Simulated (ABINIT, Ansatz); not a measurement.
# Li2H6Pt (Fm-3m): G0W0 with ABINIT, start to end

How does a plane-wave GW calculation on Li2H6Pt (Fm-3m) run from the first input to the gap?

Method: LDA and many-body steps on it, plane waves, in ABINIT 10.8.3.

## Step 1: The structure

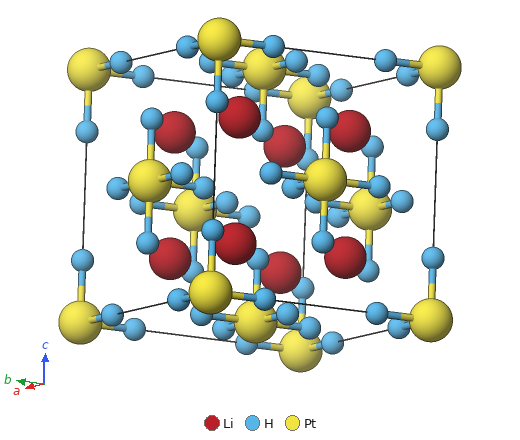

The cell as given, from a free direction (lithium red, hydrogen blue, platinum yellow). This picture shows the conventional cell, with its axes. Some periodic images of atoms are drawn too.

The cell and positions are those that the Materials Project relaxed with its own functionals (PBE, PBE+U or r2SCAN), kept fixed. Spin-orbit coupling is left out unless a step names it.

## Step 2: Ground state

This step: ABINIT 10.8.3; DFT, LDA, plane waves, norm-conserving pseudopotentials.

The ground-state density comes first.

run.abi reads:

```
acell 3*1.0 Angstrom
rprim 
  -0.000000000000 3.324927160000 3.324927160000
  3.324927160000 0.000000000000 3.324927160000
  3.324927160000 3.324927160000 0.000000000000
ntypat 3
znucl 3 1 78
natom 9
typat 1 1 2 2 2 2 2 2 3
xred 
  0.750000000000 0.750000000000 0.750000000000
  0.250000000000 0.250000000000 0.250000000000
  0.754787880000 0.754787880000 0.245212120000
  0.245212120000 0.754787880000 0.245212120000
  0.754787880000 0.245212120000 0.245212120000
  0.245212120000 0.245212120000 0.754787880000
  0.754787880000 0.245212120000 0.754787880000
  0.245212120000 0.754787880000 0.754787880000
  0.000000000000 0.000000000000 0.000000000000
pp_dirpath "pseudos"
pseudos "Li.upf, H.upf, Pt.upf"
ecut 34
ngkpt 6 6 6
nshiftk 1
shiftk 0 0 0
kptopt 1
chksymbreak 0
nband 23
occopt 1
tolvrs 1e-10
nstep 60
prtwf 0
optforces 0
optstress 0
indata_prefix "in"
outdata_prefix "out"
tmpdata_prefix "tmp"
```

Command:

```bash
OMP_NUM_THREADS=1 mpirun -n 4 abinit run.abi > log
```

Numbers of over 12 decimals in the logs are rounded to 6 here.

The program printed:

```text
.Version 10.8.3 of ABINIT. v10.8.2 released Aug 2026.

 Symmetries : space group Fm -3 m (#225); Bravais cF (face-center cubic)
================================================================================
 Values of the parameters that define the memory need of the present run
     intxc =       0    ionmov =       0      iscf =       7    lmnmax =       8
     lnmax =       8     mgfft =      48  mpssoang =       4    mqgrid =    3001
     natom =       9  nloc_mem =       1    nspden =       1   nspinor =       1
    nsppol =       1      nsym =      48    n1xccc =    2501    ntypat =       3
    occopt =       1   xclevel =       1
-    mband =          23        mffmem =           1         mkmem =           4
       mpw =        4711          nfft =      110592          nkpt =          16
================================================================================
  Rough estimation (10% accuracy) of disk space for files :
================================================================================

--------------------------------------------------------------------------------
------------- Echo of variables that govern the present computation ------------
--------------------------------------------------------------------------------
 -outvars: echo values of preprocessed input variables --------
            acell      1.8897261259E+00  1.8897261259E+00  1.8897261259E+00 Bohr

      chksymbreak           0
             ecut      3.40000000E+01 Hartree
-          fftalg         312

              ixc       -1012
              kpt      0.00000000E+00  0.00000000E+00  0.00000000E+00
                       1.66666667E-01  0.00000000E+00  0.00000000E+00
                       3.33333333E-01  0.00000000E+00  0.00000000E+00
                       5.00000000E-01  0.00000000E+00  0.00000000E+00
                       1.66666667E-01  1.66666667E-01  0.00000000E+00
                       3.33333333E-01  1.66666667E-01  0.00000000E+00
                       5.00000000E-01  1.66666667E-01  0.00000000E+00
                      -3.33333333E-01  1.66666667E-01  0.00000000E+00
                      -1.66666667E-01  1.66666667E-01  0.00000000E+00
   [... 5 further rows ...]
                      -3.33333333E-01  3.33333333E-01  1.66666667E-01
                      -3.33333333E-01  5.00000000E-01  1.66666667E-01
         kptrlatt        6    0    0      0    6    0      0    0    6
          kptrlen      5.33147345E+01
P           mkmem           4
            natom           9
            nband          23
            ngfft          48      48      48
             nkpt          16
            nstep          60
             nsym          48
           ntypat           3
              occ      2.000000  2.000000  2.000000  2.000000  2.000000  2.000000
                       2.000000  2.000000  2.000000  2.000000  2.000000  2.000000
                       2.000000  2.000000  2.000000  0.000000  0.000000  0.000000
                       0.000000  0.000000  0.000000  0.000000  0.000000
        optforces           0
        optstress           0
            prtwf           0
            rprim     -0.0000000000E+00  3.3249271600E+00  3.3249271600E+00
[...]
spgroup         225

           tolvrs      1.00000000E-10

             xred      7.5000000000E-01  7.5000000000E-01  7.5000000000E-01
[...]
znucl        3.00000    1.00000   78.00000

================================================================================

 chkinp: Checking input parameters for consistency.

================================================================================
== DATASET  1 ==================================================================
-   mpi_nproc: 4, omp_nthreads: 1 (-1 if OMP is not activated)

--- !DatasetInfo
iteration_state: {dtset: 1, }
dimensions: {natom: 9, nkpt: 16, mband: 23, nsppol: 1, nspinor: 1, nspden: 1, mpw: 4711, }
cutoff_energies: {ecut:  34.0, pawecutdg:  -1.0, }
electrons: {nelect:   3.00000000E+01, charge:   0.00000000E+00, occopt:   1.00000000E+00, tsmear:   1.00000000E-02, }

 Real(R)+Recip(G) space primitive vectors, cartesian coordinates (Bohr,Bohr^-1):
 R(1)=  0.0000000  6.2832017  6.2832017  G(1)= -0.0795773  0.0795773  0.0795773
 R(2)=  6.2832017  0.0000000  6.2832017  G(2)=  0.0795773 -0.0795773  0.0795773
 R(3)=  6.2832017  6.2832017  0.0000000  G(3)=  0.0795773  0.0795773 -0.0795773
 Unit cell volume ucvol=  4.9610431E+02 bohr^3
 Angles (23,13,12)=  6.00000000E+01  6.00000000E+01  6.00000000E+01 degrees

 getcut: wavevector=  0.0000  0.0000  0.0000  ngfft=  48  48  48
         ecut(hartree)=     34.000   => boxcut(ratio)=   2.05798

--- Pseudopotential description ------------------------------------------------
- Li Generated using ONCVPSP code by D. R. Hamann
-  3.00000   3.00000  180309                  znucl, zion, pspdat
12 -1012 1 -1 1944                            pspcod,pspxc,lmax,lloc,mmax
     nproj     2     2     0     0
  pspatm : epsatm=    2.61415252
         --- l  ekb(1:nproj) -->
[...]
pspatm: atomic psp has been read  and splines computed

- H Generated using ONCVPSP code by D. R. Hamann
-  1.00000   1.00000  180309                  znucl, zion, pspdat
12 -1012 1 -1 1180                            pspcod,pspxc,lmax,lloc,mmax
     nproj     2     1     0     0
  pspatm : epsatm=    0.35439867
         --- l  ekb(1:nproj) -->
[...]
1   -0.275071
 pspatm: atomic psp has been read  and splines computed

- Pt Generated using ONCVPSP code by D. R. Hamann
- 78.00000  18.00000  180309                  znucl, zion, pspdat
12 -1012 3 -1 1340                            pspcod,pspxc,lmax,lloc,mmax
     nproj     2     2     2     2
  pspatm : epsatm=   26.53268550
         --- l  ekb(1:nproj) -->
[...]
pspatm: atomic psp has been read  and splines computed

   1.01662148E+03                                ecore*ucvol(ha*bohr**3)
--------------------------------------------------------------------------------

_setup2: Arith. and geom. avg. npw (full set) are    4694.588    4694.580

================================================================================

--- !BeginCycle
iteration_state: {dtset: 1, }
solver: {iscf: 7, nstep: 60, nline: 4, wfoptalg: 0, }
tolerances: {tolvrs: 1.00E-10, }

     iter   Etot(hartree)      deltaE(h)  residm     vres2
 ETOT  1  -148.29052359653    -1.483E+02 8.534E-02 6.939E+02
 ETOT  2  -148.27145721754     1.907E-02 2.041E-02 1.434E+03
 ETOT  3  -148.50064589941    -2.292E-01 1.323E-02 1.178E+01
 ETOT  4  -148.50204291951    -1.397E-03 1.148E-03 3.816E-02
 ETOT  5  -148.50204824979    -5.330E-06 2.271E-03 7.795E-03
 ETOT  6  -148.50204927665    -1.027E-06 4.220E-04 7.655E-04
 ETOT  7  -148.50204935645    -7.980E-08 2.501E-04 7.438E-06
 ETOT  8  -148.50204935690    -4.571E-10 2.555E-04 1.565E-07
 ETOT  9  -148.50204935693    -2.876E-11 1.746E-04 2.738E-08
 ETOT 10  -148.50204935693    -1.563E-12 9.031E-05 2.909E-10
 ETOT 11  -148.50204935695    -1.211E-11 4.772E-05 2.308E-13

 At SCF step   11       vres2   =  2.31E-13 < tolvrs=  1.00E-10 =>converged.

--- !ResultsGS
iteration_state: {dtset: 1, }
comment   : Summary of ground state results
lattice_vectors:
- [ -0.0000000,   6.2832017,   6.2832017, ]
- [  6.2832017,   0.0000000,   6.2832017, ]
- [  6.2832017,   6.2832017,   0.0000000, ]
lattice_lengths: [   8.88579,    8.88579,    8.88579, ]
lattice_angles: [ 60.000,  60.000,  60.000, ] # degrees, (23, 13, 12)
lattice_volume:   4.9610431E+02
convergence: {deltae: -1.211E-11, res2:  2.308E-13, residm:  4.772E-05, diffor:  0.000E+00, }
etotal    :  -1.48502049E+02
entropy   :   0.00000000E+00
fermie    :   5.78401079E-02
cartesian_stress_tensor: null
pressure_GPa: null
xred      :
- [  7.5000E-01,   7.5000E-01,   7.5000E-01, Li]
- [  2.5000E-01,   2.5000E-01,   2.5000E-01, Li]
- [  7.5479E-01,   7.5479E-01,   2.4521E-01,  H]
- [  2.4521E-01,   7.5479E-01,   2.4521E-01,  H]
- [  7.5479E-01,   2.4521E-01,   2.4521E-01,  H]
- [  2.4521E-01,   2.4521E-01,   7.5479E-01,  H]
- [  7.5479E-01,   2.4521E-01,   7.5479E-01,  H]
- [  2.4521E-01,   7.5479E-01,   7.5479E-01,  H]
- [  0.0000E+00,   0.0000E+00,   0.0000E+00, Pt]
cartesian_forces: null
force_length_stats: {min: null, max: null, mean: null, }

 Integrated electronic density in atomic spheres:
 ------------------------------------------------
 Atom  Sphere_radius  Integrated_density
[...]
================================================================================

 ----iterations are completed or convergence reached----

 Mean square residual over all n,k,spin=   17.164E-08; max=  47.716E-06
 reduced coordinates (array xred) for    9 atoms
[...]
0.754787880000      0.245212120000      0.245212120000
       0.245212120000      0.245212120000      0.754787880000
       0.754787880000      0.245212120000      0.754787880000
       0.245212120000      0.754787880000      0.754787880000
       0.000000000000      0.000000000000      0.000000000000
 rms dE/dt=  0.0000E+00; max dE/dt=  0.0000E+00; dE/dt below (all hartree)
    1       0.000000000000      0.000000000000      0.000000000000
    2       0.000000000000      0.000000000000      0.000000000000
    3       0.000000000000      0.000000000000      0.000000000000
    4       0.000000000000      0.000000000000      0.000000000000
    5       0.000000000000      0.000000000000      0.000000000000
    6       0.000000000000      0.000000000000      0.000000000000
    7       0.000000000000      0.000000000000      0.000000000000
    8       0.000000000000      0.000000000000      0.000000000000
    9       0.000000000000      0.000000000000      0.000000000000

 cartesian coordinates (angstrom) at end:
    1      4.987391     4.987391     4.987391
[...]
5      1.630625     3.324927     3.324927
    6      3.324927     3.324927     1.630625
    7      3.324927     5.019229     3.324927
    8      5.019229     3.324927     3.324927
    9      0.000000     0.000000     0.000000
 length scales=  1.889726125908  1.889726125908  1.889726125908 bohr
              =  1.000000000000  1.000000000000  1.000000000000 angstroms
 prteigrs : about to open file out_EIG
 Fermi (or HOMO) energy (hartree) =   0.05784   Average Vxc (hartree)=  -0.35530
 Eigenvalues (hartree) for nkpt=  16  k points:
 kpt#   1, nband= 23, wtk=  0.00463, kpt=  0.0000  0.0000  0.0000 (reduced coord)
  -3.54425   -1.85566   -1.85566   -1.85566   -1.53040   -1.53009   -0.21595   -0.12756
  -0.12756   -0.03023   -0.03023   -0.03023    0.04216    0.04216    0.04216    0.28676
   0.31813    0.31813    0.31813    0.34814    0.34814    0.34876    0.34898
 prteigrs : prtvol=0 or 1, do not print more k-points.

--- !EnergyTerms
iteration_state     : {dtset: 1, }
comment             : Components of total free energy in Hartree
kinetic             :  5.04112914575827E+01
hartree             :  4.62842636256332E+01
xc                  : -2.88815779668448E+01
Ewald energy        : -7.39407568989134E+01
psp_core            :  2.04920909901396E+00
local_psp           : -1.42882325829090E+02
non_local_psp       : -1.54215284432838E+00
total_energy        : -1.48502049356947E+02
total_energy_eV     : -4.04094662337161E+03
band_energy         : -2.53547856901745E+01

== END DATASET(S) ==============================================================
================================================================================

 -outvars: echo values of variables after computation  --------
           etotal     -1.4850204936E+02
            nband          23
             nkpt          16
          spgroup         225
 [... the other variables as echoed above ...]

 Calculation completed.
```

Run time: 22 s. Hardware: 4 MPI ranks of Arm Neoverse V1, shared host; peak memory 0.36 GiB; 87 s of CPU time.

This step gave:

* total energy: -4040.9466 eV
* gap: 2.594 eV
* k of the valence top: -0.1667, 0.1667, 0
* k of the conduction bottom: 0.5, 0.5, 0
* least direct gap: 4.335 eV

The gap is indirect, with the least direct gap 1.74 eV higher.

(Continued in part 2 of 3.)

[Paths, hosts, dates, memory and timing lines, banners, echoed tables and standing remarks are left out of the program output.]

[Logs are printed without paths, hosts, clocks, repeated set-up lines and the standing remarks that a program may print on its own settings, such as how far it seeks lower states.]

[Runs of the session that timed out or met a known fault of the program may be left out.]

[Hosts, paths, dates, database ids (printed as entryN), source tags and the programs' standing remarks are cut or masked in the printed files.]

[G0W0 gaps are taken among the corrected bands and points alone; a level outside them can change the order at an edge.]

[Where Ansatz stands beside ABINIT at settings called matched, ABINIT's density can come from a denser mesh and the files from another edition; pairs whose starting gaps differed by over 0.03 eV were left out, so agreement reads better than it is.]
